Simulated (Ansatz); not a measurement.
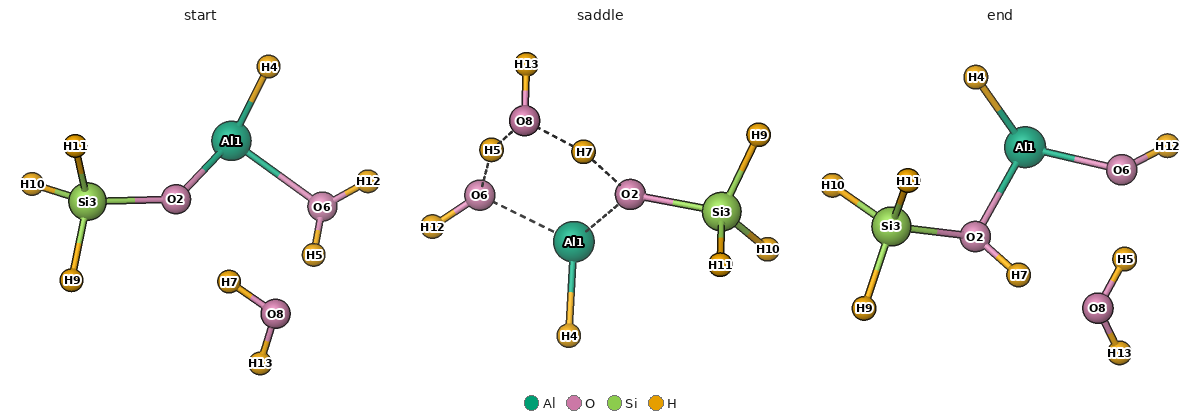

One elementary step of AlSiH₈O₃, doublet: start, first-order saddle point (changing pairs dashed) and end. Electronic energies at PBE0-D4/def2-TZVP geometries, energies in def2-TZVPP, the Ansatz code 0.2.0; cores frozen in correlated methods, no zero-point terms. Start and end are the structures at the ends of the path (complexes, where there are several molecules). Lines between the levels only guide the eye.

In the step O2–H7 (1.77 → 1.23 → 1.03 Å) and H5–O8 (1.56 → 1.10 → 1.00 Å) form; H5–O6 (1.01 → 1.34 → 1.66 Å) and H7–O8 (0.98 → 1.18 → 1.51 Å) break; Al1–O6 (1.96 → 1.83 → 1.78 Å) shortens; Al1–O2 (1.77 → 1.87 → 1.94 Å) lengthens (lengths at start, saddle and end; changes of bond order aren't listed).

### Give the barriers and step energies (kcal/mol). Levels: B3LYP-D4.

```
   level  barrier  reverse barrier  step energy
B3LYP-D4      7.8              3.8          4.0
```

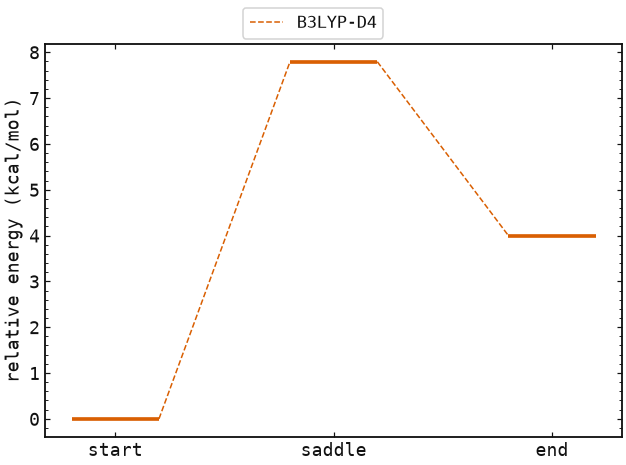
